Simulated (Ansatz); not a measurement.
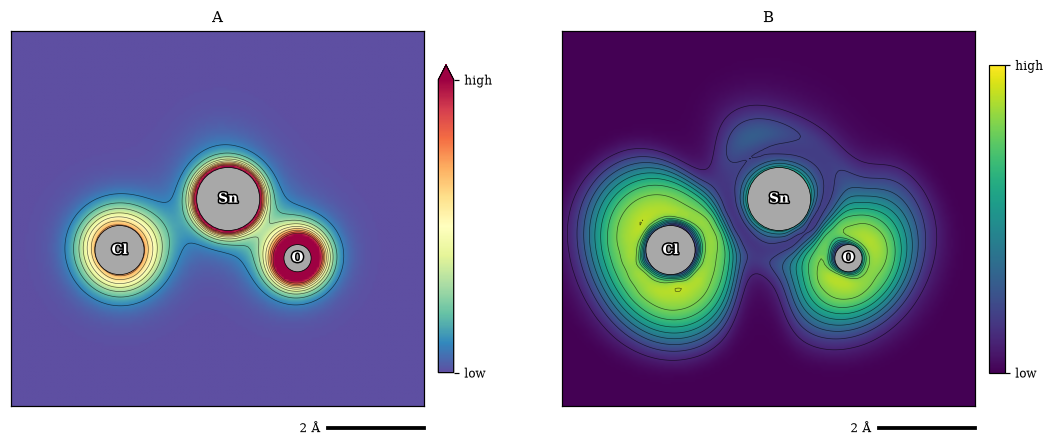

ClH2O2Sn (charge −1): 2 fields on the plane of atoms Cl1, Sn4 and O2, with unlabelled colour scales. Grey discs cover the atomic cores.

Geometry: r2SCAN-D4/def2-SVPD; core potentials replace the inner electrons of Sn.

Computed with isolated molecule in a Gaussian basis; Kohn-Sham density functional theory, functional PBE0 in Ansatz 0.2.0.

Question: Which field does each panel show? The fields are: electron density and electron localisation function.

Answer: Panel A: electron density. Panel B: electron localisation function. From the grid: Sn–O (1.89 Å): the density is about 1 e/Å³ at the midpoint; the ELF peaks at about 0.75 in the valence shell of O, 0.6 Å from its nucleus, and drops to about 0.20 between the two atoms. Sn–Cl (2.49 Å): the density is about 0.45 e/Å³ at the midpoint; the ELF peaks at about 0.85 in the valence shell of Cl, 0.8 Å from its nucleus, and drops to about 0.15 between the two atoms.
